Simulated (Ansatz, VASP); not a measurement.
## SnBr3 in two plane-wave programs

Wanted: the spread between two codes on one cell, functional and k mesh. The cell is invented: As first built, before any earlier steps moved the atoms: it takes the BaBr3 structure with some of its atoms replaced by other elements, volume scaled by an estimate. It may not be a known or stable phase. The cell comes out of the VASP series on this material, whose earlier steps may have relaxed, scaled or displaced it; both programs get it as it stands.

Program: Ansatz 0.2.0. Level of theory: plane waves, with VASP 6.6.1 beside it; single point at r2SCAN. Results are calculated unless marked as measured.

## Step 1: Starting point

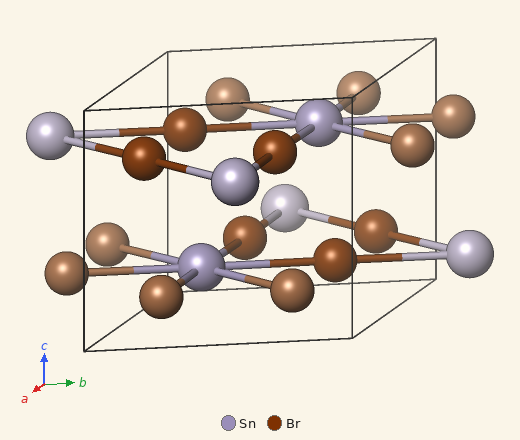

Start, viewed slightly off an axis; tin purple, bromine brown. Some periodic images of atoms are drawn too.

Coordinates:

```cif
data_structure
_symmetry_space_group_name_H-M 'P 1'
_symmetry_Int_Tables_number 1
_cell_length_a 6.5935
_cell_length_b 6.5935
_cell_length_c 5.9317
_cell_angle_alpha 90.000
_cell_angle_beta 90.000
_cell_angle_gamma 120.000
_cell_volume 223.33
loop_
_atom_site_label
_atom_site_type_symbol
_atom_site_fract_x
_atom_site_fract_y
_atom_site_fract_z
_atom_site_occupancy
Sn1 Sn 0.66667 0.33333 0.25000 1
Sn2 Sn 0.33333 0.66667 0.75000 1
Br3 Br 0.34137 0.17068 0.75000 1
Br4 Br 0.82932 0.17068 0.75000 1
Br5 Br 0.82932 0.65863 0.75000 1
Br6 Br 0.65863 0.82932 0.25000 1
Br7 Br 0.17068 0.82932 0.25000 1
Br8 Br 0.17068 0.34137 0.25000 1
```

## Step 2: Ansatz: single point, r2SCAN

Ansatz runs on its default PAW (the set named soft_2) files.

A single point gives forces, pressure and levels at one fixed geometry, so differences don't come from the geometry; what else differs is listed under the comparison.

Input file input.yaml:

```yaml
crystal:
  lattice:
    - [6.5935221951, -1.51e-08, 0.0]
    - [-3.2967606235, 5.7101574583, 0.0]
    - [0.0, 0.0, 5.9317189009]
  atoms:
    - { symbol: Sn, position: [0.66666667, 0.33333333, 0.25] }
    - { symbol: Sn, position: [0.33333333, 0.66666667, 0.75] }
    - { symbol: Br, position: [0.3413663704, 0.1706831802, 0.75] }
    - { symbol: Br, position: [0.8293168198, 0.1706831802, 0.75] }
    - { symbol: Br, position: [0.8293168198, 0.6586336296, 0.75] }
    - { symbol: Br, position: [0.6586336296, 0.8293168198, 0.25] }
    - { symbol: Br, position: [0.1706831802, 0.8293168198, 0.25] }
    - { symbol: Br, position: [0.1706831802, 0.3413663704, 0.25] }
hamiltonian:
  xc: r2scan
  pseudopotentials: { kind: paw }
kpoints:
  mp_grid: { grid: [4, 4, 4] }
scf:
  occupations: { method: tetrahedron }
output:
  forces: true
  stress: true
  write_density: true
  write_potential: true
  elf: true
  volumetric_format: npy
```

On the command line:

```bash
$ ansatz run input.yaml --threads 4 --pin off --max-ram 9216MiB --backend cpu --events-out ev --progress --plain --runs-dir out
```

Numbers of over 12 decimals in the logs are rounded to 6 here.

What it wrote:

```text
Warning: output.forces, output.stress, relax.cell or npt_langevin: where a Kohn–Sham band that disperses or a degenerate level is filled in part under the method tetrahedron, the forces or the stress that this run publishes need not agree with its energy (scf.occupations.method in the input reference, under Limitations); prefer a smearing scheme for the forces or the stress
Warning: the atoms were moved onto the symmetric positions of the space group found under crystal.symmetry.tolerance 1.0e-5 (fractional; no operation is sought that the atoms, as they stand in a round, miss by more than twice it, and no atom is moved by as much as it), and the run uses the moved positions. Before a round's move an operation carried an atom to 6.59e-8 Å from where it should land, the largest such dist [...]
band count auto-derived: 44 (N_el = 70.0; filled up to band 35; 43 by the electrons, moments and atoms)
Engine: ansatz 0.2.0, aarch64-unknown-linux-gnu
Pseudopotentials: kind: paw
Pseudopotential: Sn, paw, valence charge 14, recommended cutoff 500 eV (meta_gga), Sn.paw.azcp
Pseudopotential: Br, paw, valence charge 7, recommended cutoff 500 eV (meta_gga), Br.paw.azcp
Functional definition: r2SCAN
  parameter k0 = 0.174
  parameter k1 = 0.065
  parameter a1 = 4.9479
  exchange = r2scan_x(k0 = k0, k1 = k1, a1 = a1)
  correlation = r2scan_c
Crystal: 8 atoms, lattice volume = 223.330 Å³
Basis set: ecut = 500 eV, 5673 PW (Γ), exchange–correlation on 200×200×180 points (64 copies of the dense FFT grid, shifted against one another)
Bands: 44, of which v1, the nominal top of the filled ones, is band 35 counted from 1 (34 counted from 0)
Symmetry: 24 space group operations
Space group: P63/mmc (ITA 194), of the structure as read, at distance tolerance 6.1e-5 Å
k-points: 12 of 64
Non-local potential: Sn, projectors of the file, l = 0: 2, l = 1: 2, l = 2: 2, l = 3: 2
Non-local potential: Br, projectors of the file, l = 0: 2, l = 1: 2, l = 2: 2
PAW form: soft (Blöchl's): semilocal exchange-correlation on the pseudo side does not see the compensation charge
PAW frozen core: Sn, regenerated for the run's functional (the file was generated under x = pbe(κ = 0.804, μ = 0.219515), c = pbe(β = 0.066725))
PAW frozen core: Br, regenerated for the run's functional (the file was generated under x = pbe(κ = 0.804, μ = 0.219515), c = pbe(β = 0.066725))
PAW one-centre angular grid: Sn, 590 points (default); XC on 249 of its mesh's 2787 points in the sphere
PAW one-centre angular grid: Br, 302 points (default); XC on 160 Gauss nodes
Initial density: superposition of atomic densities (neutral atoms: chi_scale 0, normalization atom), corrected by the library's trained network
Initial wavefunctions: pseudopotential atomic-orbital guess
Functional: x = r2scan, c = r2scan; τ floored in thin density (d = 2e-4 eV/Å³)
SCF iter   1: F=—  HF=-28835.949003 eV  |F-HF|=—  |Δ(HF+E_count)|=         —  Δρ=4.96e-3  dr2=1.02e-1  dr2_τ=1.26e-2  ethr=1.77e-3  ⟨swp⟩=8.7  Hψ=2534  notcnv=0
preconditioner: auto → Kerker (q_TF=auto, 2.249 Å⁻¹)  [metal: no gap  n_scr=46 (ndim 8)  ℏωp=17.6 eV  f_vac=0.001]
SCF iter   2: F=—  HF=-28835.951703 eV  |F-HF|=—  |Δ(HF+E_count)|=   2.70e-3  Δρ=2.78e-3  dr2=4.07e-2  dr2_τ=2.83e-4  ethr=1.45e-4  ⟨swp⟩=2.0  Hψ=721  notcnv=0  defer=24
SCF iter   3: F=—  HF=-28835.944150 eV  |F-HF|=—  |Δ(HF+E_count)|=   7.55e-3  Δρ=6.20e-4  dr2=2.80e-3  dr2_τ=4.78e-5  ethr=5.81e-5  ⟨swp⟩=3.2  Hψ=828  notcnv=0  defer=24
SCF iter   4: F=—  HF=-28835.943932 eV  |F-HF|=—  |Δ(HF+E_count)|=   2.18e-4  Δρ=3.06e-4  dr2=5.64e-4  dr2_τ=5.51e-6  ethr=4.00e-6  ⟨swp⟩=2.6  Hψ=855  notcnv=0  defer=24
SCF iter   5: F=—  HF=-28835.943834 eV  |F-HF|=—  |Δ(HF+E_count)|=   9.81e-5  Δρ=8.81e-5  dr2=2.89e-5  dr2_τ=1.40e-6  ethr=8.06e-7  ⟨swp⟩=3.0  Hψ=888  notcnv=0  defer=24
SCF iter   6: F=—  HF=-28835.943788 eV  |F-HF|=—  |Δ(HF+E_count)|=   4.57e-5  Δρ=2.59e-5  dr2=3.83e-6  dr2_τ=5.40e-8  ethr=4.12e-8  ⟨swp⟩=2.0  Hψ=811  notcnv=0  defer=24
SCF iter   7: F=—  HF=-28835.943786 eV  |F-HF|=—  |Δ(HF+E_count)|=   2.28e-6  Δρ=6.13e-6  dr2=1.35e-7  dr2_τ=3.21e-9  ethr=5.47e-9  ⟨swp⟩=2.0  Hψ=798  notcnv=0  defer=24
SCF iter   8: F=-28835.943785 eV  HF=-28835.943785 eV  |F-HF|=1.20e-10  |Δ(HF+E_count)|=   7.28e-7  Δρ=1.77e-6  dr2=7.60e-9  dr2_τ=1.15e-10  ethr=1.43e-10  ⟨swp⟩=13.2  Hψ=4039  notcnv=0
SCF 1 converged in 8 iterations: F = -28835.943785 eV  dr2 = 7.60e-9
  greatest PAW one-centre occupation: 0.993 electrons in one spin orbital (limit 2), on the Sn atom at site 1 (counted from 0), in its partial waves of l = 2
SCF converged after 8 iterations
Stability not checked: this state was not tested for a lower state beside it, because cold or Methfessel-Paxton smearing, or corrected tetrahedra, fill the levels in a way that the test cannot read (fill_not_monotonic; see scf.lower_state_search)
Free energy (F): -28835.943785 eV
Harris-Foulkes:  -28835.943785 eV  (|F-HF|=1.20e-10)
Internal energy: -28835.938782 eV  (E = F + TS)
E sigma→0 (E₀):  -28835.943785 eV
Entropy (-TS):   -0.005004 eV (-0.625 meV/atom)
Fermi energy:    4.994827 eV
--- Per-component energies (eV) ---
  E_band       = -363.502287
  E_kinetic    = 1164.311019
  E_local      = -3227.530114  (includes V_loc(G=0)·N_el)
  E_nonlocal   = 351.770808
  E_hartree    = 1481.010177
  E_xc         = -2249.723183
  E_vxc        = -887.251398  (∫ρ·V_xc dr)
  E_paw        = -21928.363639  (= ΣΔE_a)
  E_vpaw       = -772.824956  (= ΣTr[D̂ρ^β])
  E_aug_tail   = -0.000001  (compensation charges beyond the density's cutoff)
  E_vtau       = 46.003024  (kinetic-family band-sum trace: ∫τ·v_τ [+ j·A + Jᵃ·Aᵃ] dr)
  E_ewald      = -4427.935327
  E_core_change = 0.521477  (= ΣΔE_core)
  E_smearing   = -0.005004  (= −TS)
  E_closure    = 0.000000  (closes the sum)
  Σ components = -28835.943785   (vs F -28835.943785, Δ=0.00e0)
--- Forces (eV/Å), atoms counted from 1 ---
  atom   1  Sn     0.00000000     0.00000000     0.00000000
  atom   2  Sn    -0.00000000    -0.00000000     0.00000000
  atom   3  Br    -0.00999210    -0.00576894     0.00000000
  atom   4  Br     0.00999210    -0.00576894     0.00000000
  atom   5  Br     0.00000000     0.01153788     0.00000000
  atom   6  Br     0.00999210     0.00576894     0.00000000
  atom   7  Br    -0.00999210     0.00576894     0.00000000
  atom   8  Br    -0.00000000    -0.01153788     0.00000000
  max |Σ_I F_I| component: 1.16e-17 eV/Å
--- Stress (GPa, compression-positive) ---
       -0.263976       0.000000       0.000000
       -0.000000      -0.263976       0.000000
        0.000000       0.000000      -0.672053
  P = ⅓ Tr σ = -0.4000 GPa (-4.000 kbar)
--- Band table (eV; the first three rows and the last of 12) ---
  k-point 0: bands = [... 31 lower, 4.8468, 5.0025, 5.0025, 5.3514, 5.3514, 7.7372, 8.1377, 9.4283, ... 5 higher]
  k-point 1: bands = [... 31 lower, 4.6979, 5.0848, 5.0848, 5.3117, 5.3117, 7.4345, 8.0514, 9.5384, ... 5 higher]
  k-point 2: bands = [... 31 lower, 4.3669, 5.2079, 5.2079, 5.2079, 5.2079, 7.7548, 7.7548, 9.5607, ... 5 higher]
  k-point 11: bands = [... 31 lower, 4.0219, 4.3736, 4.3736, 4.8167, 4.8167, 7.5430, 7.5430, 7.6420, ... 5 higher]
```

Elapsed: 6.2 s, on 4 threads of Arm Neoverse V1, shared host; peak memory 1.1 GiB; 22 s of CPU time.

The run ends at a pressure of -0.40 GPa, with forces up to 0.012 eV/Å.

## Step 3: VASP: single point, r2SCAN

The same cell, functional, mesh and smearing now go to VASP, with its own data sets and cutoff.

Lines of VASP's logs that name or quote its potential files are left out, and so is its time.

Input file INCAR:

```
SYSTEM = SnBr3
PREC = Accurate
ENCUT = 400
EDIFF = 1E-06
NELM = 100
ISMEAR = -5
SIGMA = 0.05
LREAL = .FALSE.
ALGO = Normal
METAGGA = R2SCAN
LASPH = .TRUE.
NBANDS = 43
LORBIT = 11
LWAVE = .FALSE.
LCHARG = .FALSE.
KPAR = 4
ISIF = 2
```

Input file POSCAR:

```
SnBr3
1.0
    6.5935221951     -0.0000000151      0.0000000000
   -3.2967606235      5.7101574583      0.0000000000
    0.0000000000      0.0000000000      5.9317189009
Sn Br
2 6
Direct
    0.6666666700      0.3333333300      0.2500000000
    0.3333333300      0.6666666700      0.7500000000
    0.3413663704      0.1706831802      0.7500000000
    0.8293168198      0.1706831802      0.7500000000
    0.8293168198      0.6586336296      0.7500000000
    0.6586336296      0.8293168198      0.2500000000
    0.1706831802      0.8293168198      0.2500000000
    0.1706831802      0.3413663704      0.2500000000
```

Input file KPOINTS:

```
Automatic mesh
0
Gamma
4 4 4
0 0 0
```

The projector-augmented-wave data sets are Sn_d and Br (PBE family, release 64).

On the command line:

```bash
$ mpirun -np 4 vasp_std
```

What it wrote:

```text
[banner, memory and clock lines left out]
running    4 mpi-ranks, on    1 nodes
 distrk:  each k-point on    1 cores,    4 groups
 distr:  one band on    1 cores,    1 groups

 POSCAR found type information on POSCAR SnBr
 POSCAR found :  2 types and       8 ions
|                                                                             |
|               ----> ADVICE to this user running VASP <----                  |
|                                                                             |
|     You enforced a specific xc type in the INCAR file but a different       |
|     [... a line on the potential file left out ...]
|     I HOPE YOU KNOW WHAT YOU ARE DOING!                                     |
|                                                                             |

 LDA part: xc-table for (None), standard interpolation
 POSCAR, INCAR and KPOINTS ok, starting setup
 FFT: planning ... GRIDC
 FFT: planning ... GRID_SOFT
 FFT: planning ... GRID
 WAVECAR not read
 entering main loop
       N       E                     dE             d eps       ncg     rms          rms(c)
DAV:   1     0.555608217438E+03    0.55561E+03   -0.27764E+04  1048   0.153E+03
DAV:   2    -0.316634814849E+02   -0.58727E+03   -0.56982E+03  1112   0.396E+02
DAV:   3    -0.138694475834E+03   -0.10703E+03   -0.10384E+03  1294   0.165E+02
DAV:   4    -0.145323599751E+03   -0.66291E+01   -0.64694E+01  1114   0.440E+01
DAV:   5    -0.145523503924E+03   -0.19990E+00   -0.20013E+00  1236   0.825E+00    0.763E+00
DAV:   6    -0.130728481458E+03    0.14795E+02   -0.42396E+00  1107   0.163E+01    0.490E+00
DAV:   7    -0.130551826094E+03    0.17666E+00   -0.17452E+00  1169   0.527E+00    0.127E+00
DAV:   8    -0.130557304440E+03   -0.54783E-02   -0.26006E-01  1077   0.223E+00    0.760E-01
DAV:   9    -0.130563975196E+03   -0.66708E-02   -0.23747E-02  1127   0.978E-01    0.278E-01
DAV:  10    -0.130566327872E+03   -0.23527E-02   -0.91670E-03  1082   0.467E-01    0.134E-01
DAV:  11    -0.130567028428E+03   -0.70056E-03   -0.25485E-03  1068   0.254E-01    0.374E-02
DAV:  12    -0.130567048279E+03   -0.19851E-04   -0.12550E-04  1487   0.569E-02    0.159E-02
DAV:  13    -0.130567040986E+03    0.72932E-05   -0.97874E-06  1100   0.184E-02    0.626E-03
DAV:  14    -0.130567038783E+03    0.22026E-05   -0.19201E-06   847   0.799E-03    0.297E-03
DAV:  15    -0.130567038429E+03    0.35452E-06   -0.40212E-07   570   0.434E-03
   1 F= -.13056704E+03 E0= -.13056704E+03  d E =0.000000E+00
|                                                                             |
|           W    W    AA    RRRRR   N    N  II  N    N   GGGG   !!!           |
|           W    W   A  A   R    R  NN   N  II  NN   N  G    G  !!!           |
|           W    W  A    A  R    R  N N  N  II  N N  N  G       !!!           |
|           W WW W  AAAAAA  RRRRR   N  N N  II  N  N N  G  GGG   !            |
|           WW  WW  A    A  R   R   N   NN  II  N   NN  G    G                |
|           W    W  A    A  R    R  N    N  II  N    N   GGGG   !!!           |
|                                                                             |
|     Tetrahedron method does not include variations of the Fermi             |
|     occupations, so forces and stress will be inaccurate. We suggest        |
|     using a different smearing scheme ISMEAR = 1 or 2 for metals in         |
|     relaxations.                                                            |
|                                                                             |
```

OUTCAR, selected parts (step 3):

```text
ion  position               nearest neighbor table
   1  0.667  0.333  0.250-
   2  0.333  0.667  0.750-
   3  0.341  0.171  0.750-
   4  0.829  0.171  0.750-
   5  0.829  0.659  0.750-
   6  0.659  0.829  0.250-
   7  0.171  0.829  0.250-
   8  0.171  0.341  0.250-

  LATTYP: Found a hexagonal cell.
 ALAT       =     6.5935221951
 C/A-ratio  =     0.8996282602

 Subroutine GETGRP returns: Found 24 space group operations
 (whereof 12 operations were pure point group operations)

The static configuration has the point symmetry D_3d.
 The point group associated with its full space group is D_6h.

 Found     12 irreducible k-points:

   k-points           NKPTS =     12   k-points in BZ     NKDIM =     12   number of bands    NBANDS=     43

   dimension x,y,z NGX =    48 NGY =   48 NGZ =   40
   dimension x,y,z NGXF=    96 NGYF=   96 NGZF=   80

   ENCUT  =  400.0 eV  29.40 Ry    5.42 a.u.  10.75 10.75  9.67*2*pi/ulx,y,z

   NELECT =      70.0000    total number of electrons

 k-points in reciprocal lattice and weights: Automatic mesh
   0.00000000  0.00000000  0.00000000       0.016
   0.25000000  0.00000000  0.00000000       0.094
   0.50000000  0.00000000  0.00000000       0.047
   0.25000000  0.25000000  0.00000000       0.094
   0.00000000  0.00000000  0.25000000       0.031
   0.25000000  0.00000000  0.25000000       0.188
   0.50000000  0.00000000  0.25000000       0.094
   0.25000000  0.25000000  0.25000000       0.188
   0.00000000  0.00000000  0.50000000       0.016
   0.25000000  0.00000000  0.50000000       0.094
   0.50000000  0.00000000  0.50000000       0.047
   0.25000000  0.25000000  0.50000000       0.094

 average (electrostatic) potential at core
       1-110.3194       2-110.3194       3 -66.8467       4 -66.8467       5 -66.8467
       6 -66.8467       7 -66.8467       8 -66.8467

 E-fermi :   2.5817

 k-point     1 :       0.0000    0.0000    0.0000
  band No.  band energies     occupation
    ...
     30       1.6178      2.00000
     31       1.6178      2.00000
     32       2.4326      2.00000
     33       2.5883      1.89183
     34       2.5883      1.86228
     35       2.9360     -0.76305
     36       2.9360      0.00000
     37       5.3279      0.00000
     38       5.7262      0.00000
     39       7.0138      0.00000
    ...

 k-point     2 :       0.2500    0.0000    0.0000
  band No.  band energies     occupation
    ...
     31       1.9489      2.00000
     32       2.0246      2.00000
     33       2.1067      2.01647
     34       2.1997      2.02084
     35       2.5091      1.74293
     36       2.8428     -0.09122
     37       5.5585      0.00000
     38       5.6687      0.00000
     39       5.8013      0.00000
     40       5.9491      0.00000
    ...

 k-point     3 :       0.5000    0.0000    0.0000
  band No.  band energies     occupation
    ...
     31       1.3083      2.00000
     32       1.7757      2.00000
     33       1.8741      2.00000
     34       2.3390      2.00000
     35       2.5497      1.96865
     36       2.7911     -0.02732
     37       4.3788      0.00000
     38       4.5862      0.00000
     39       5.8308      0.00000
     40       5.8368      0.00000
    ...

  Total       -0.5333329     -0.5333329     -1.0067682     -0.0000000      0.0000000      0.0000000
  in kB       -3.8261576     -3.8261572     -7.2226064     -0.0000003      0.0000000      0.0000000
  external PRESSURE =      -4.9583071 kB  Pullay stress =       0.0000000 kB

  energy-cutoff  :      400.00
  volume of cell :      223.33
      direct lattice vectors                 reciprocal lattice vectors
     6.593522195 -0.000000015  0.000000000     0.151664008  0.087563247  0.000000000
    -3.296760623  5.710157458  0.000000000     0.000000000  0.175126519  0.000000000
     0.000000000  0.000000000  5.931718901     0.000000000  0.000000000  0.168585197

 POSITION                                       TOTAL-FORCE (eV/Angst)
 -----------------------------------------------------------------------------------
      3.29676      1.90339      1.48293        -0.000000     -0.000000     -0.000000
      0.00000      3.80677      4.44879        -0.000000      0.000000     -0.000000
      1.68811      0.97463      4.44879        -0.005614     -0.003241      0.000000
      4.90542      0.97463      4.44879         0.005614     -0.003241     -0.000000
      3.29676      3.76090      4.44879         0.000000      0.006483     -0.000000
      1.60866      4.73553      1.48293         0.005614      0.003241     -0.000000
     -1.60866      4.73553      1.48293        -0.005614      0.003241     -0.000000
      0.00000      1.94926      1.48293        -0.000000     -0.006483     -0.000000
 -----------------------------------------------------------------------------------
    total drift:                               -0.000031      0.000018     -0.000000

  FREE ENERGIE OF THE ION-ELECTRON SYSTEM (eV)
  ---------------------------------------------------
  free  energy   TOTEN  =      -130.5670384286 eV

  energy  without entropy=     -130.5670384286  energy(sigma->0) =     -130.56703843

 total charge
# of ion       s       p       d       tot
------------------------------------------
    1        1.434   0.373   9.959  11.765
    2        1.434   0.373   9.959  11.765
    3        1.627   3.188   0.015   4.829
    4        1.627   3.188   0.015   4.829
    5        1.627   3.188   0.015   4.829
    6        1.627   3.188   0.015   4.829
    7        1.627   3.188   0.015   4.829
    8        1.627   3.188   0.015   4.829
--------------------------------------------------
tot         12.629  19.872  20.005  52.506

[... 3 further parts left out ...]
```

The run ends at a pressure of -0.50 GPa, with forces up to 0.0065 eV/Å.

## Step 4: Comparison

Known differences besides the PAW data sets themselves: VASP keeps PBE cores, Ansatz makes them for the functional; the cutoff is 500 eV in Ansatz and 400 eV in VASP. Total energies have different zeros and are not compared.

Both answers:

| quantity | Ansatz | VASP | difference |
| --- | --- | --- | --- |
| pressure (GPa) | -0.40 | -0.50 | +0.10 |

At this near-relaxed geometry the largest component of a force difference is 5 meV/Å.

## Step 5: Outcome

```
difference in pressure (single point, r2SCAN) : 0.096 GPa
```

**Reading.** The difference in pressure is 0.096 GPa (single point, r2SCAN), within the 1 GPa picked in this series as the mark of a large difference. Differences of this kind measure data sets and numerical settings, not the functional's error against experiment.

[Lines on the potential files, build, host, timing and source positions are cut from VASP's logs without a mark.]

[Logs are printed without paths, hosts, clocks, repeated set-up lines and the standing remarks that a program may print on its own settings, such as how far it seeks lower states.]

[Hosts, paths, dates, database ids (printed as entryN), source tags and the programs' standing remarks are cut or masked in the printed files.]
